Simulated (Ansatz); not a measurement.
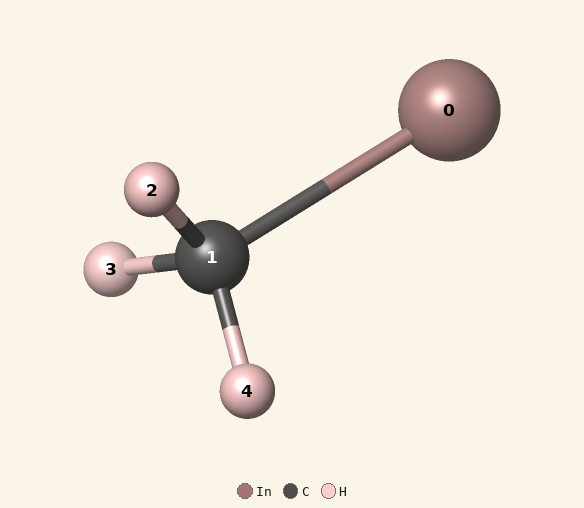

The structure as it stands in the input. Atoms are numbered from 0, in the order of the input.

Ansatz 0.2.0 input:

```yaml
crystal:
  periodic: [false, false, false]
  atoms:
    - {symbol: In, position_ang: [-2.441944, 0.478675, -0.052696]}
    - {symbol: C, position_ang: [-1.289772, -1.292040, -0.790093]}
    - {symbol: H, position_ang: [-0.802443, -1.821294, 0.036536]}
    - {symbol: H, position_ang: [-1.944140, -2.006762, -1.301852]}
    - {symbol: H, position_ang: [-0.508980, -0.991352, -1.497812]}
basis:
  gaussian: {orbitals: def2-TZVPP}
hamiltonian: {xc: {name: BLYP}, dispersion: d4}
```

Command:

```sh
ansatz run in.yaml --threads 8 --pin off --events-out ev --progress --plain --max-ram 19148MiB
```

What the program printed:

```
Functional definition: BLYP
  name "BLYP"
  cite "Becke, Phys. Rev. A 38, 3098 (1988) doi:10.1103/PhysRevA.38.3098"
  cite "Lee, Yang & Parr, Phys. Rev. B 37, 785 (1988) doi:10.1103/PhysRevB.37.785"
  parameter beta = 0.0042
  parameter a = 0.04918
  parameter b = 0.132
  parameter c = 0.2533
  parameter d = 0.349
  exchange = b88_x(beta = beta)
  correlation = lyp_c(a = a, b = b, c = c, d = d)
745 factors; their error is unknown
mean field evaluation 1: about -6245.3434 eV, gradient 7.4e1 eV
mean field evaluation 2: about -6171.6026 eV, gradient 1.3e2 eV
mean field evaluation 4: about -6258.1906 eV, gradient 1.1e1 eV
mean field evaluation 8: about -6258.4476 eV, gradient 4.0e-2 eV
mean field evaluation 16: about -6258.4346 eV, gradient 8.7e-5 eV
mean field -6258.43459619 eV, -229.9932292908 hartree, gradient 3.7e-5 eV, S^2 0.000000; 0 other end points of the search recorded, 0 dependent functions left out
reference -6258.43489423 eV, -229.9932402433 hartree; 15, 15 occupied and 108, 108 virtual orbitals, 745 factors
Total energy: -6258.60493997 eV, -229.9994893092 hartree
```
